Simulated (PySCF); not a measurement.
**C$_{3}$H$_{10}$OSi (SiHMe2(OMe)): density, localisation and related maps**

```xyz
15

Si   -0.0042    0.4826    0.2821
H     0.0651    0.7194    1.7643
C     1.7155    0.0775   -0.3436
H     1.6987   -0.1359   -1.4243
H     2.1418   -0.7983    0.1703
H     2.3994    0.9249   -0.1747
C    -0.7271    1.9612   -0.5931
H    -1.7530    2.1563   -0.2461
H    -0.7613    1.7876   -1.6800
H    -0.1230    2.8632   -0.4079
O    -1.0558   -0.7863   -0.0057
C    -0.9263   -2.0564    0.5587
H    -0.0213   -2.5850    0.2025
H    -1.7998   -2.6653    0.2773
H    -0.8815   -2.0215    1.6642
```

Geometry: PBE0-D3(BJ)/def2-SVP.

Level of theory: PBE0/pcSseg-1, SCF density, gas phase, non-relativistic (PySCF).

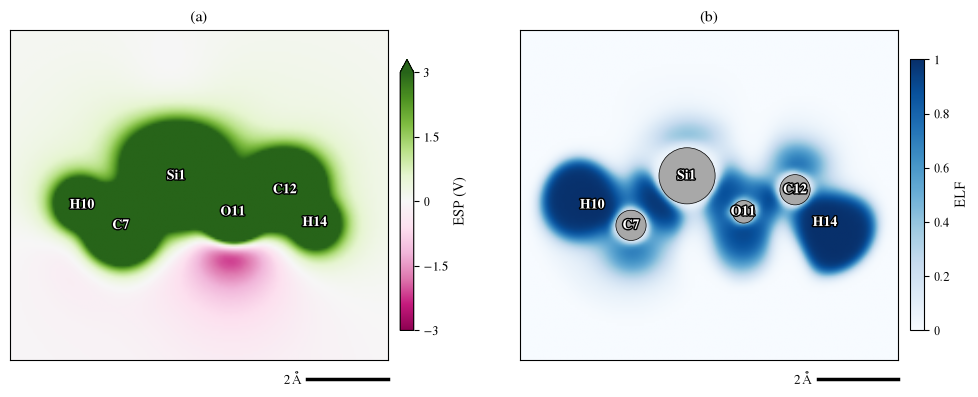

Figure 1. (a) electrostatic potential; (b) ELF on the plane of atoms C7, Si1 and O11. Grey discs cover the atomic cores in the ELF map.

### Interpret the plot.

- The plane passes through Si, C, H and O nuclei.
- C–O (1.40 Å): the ELF peaks at about 0.90 between the atoms, as expected for a shared but strongly polarised pair.
- Si–O (1.67 Å): the ELF peaks at about 0.85 between the atoms; a polar covalent bond.
- C–Si (1.86 Å): the ELF peaks at about 0.95 between the atoms (localised, covalent bonding).
- C–H (1.10 Å): the ELF climbs to about 1 towards the hydrogen, as it does in any bond to H (a covalent bond by its length).
- The ELF also peaks beside O11, away from the bonds: lone-pair regions.
- Outside the dense part of the molecule the potential is most negative (−2.1 V) near O11.

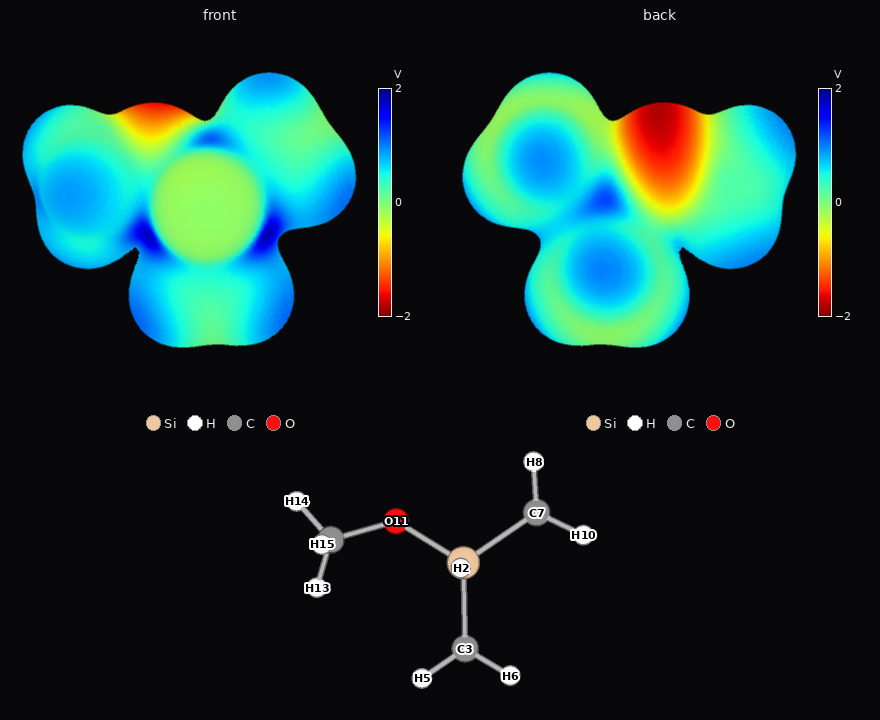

Figure 2. The electrostatic potential painted on the density surface at 0.004 e/bohr³, seen from the front and from behind; red is negative and blue positive. The bare structure is drawn below in the same view.

### Describe the electrostatic potential map.

The most negative region (about −1.8 V) lies over O11, the most positive (about +1.7 V) over Si1. O11 is the likeliest acceptor of a hydrogen bond.
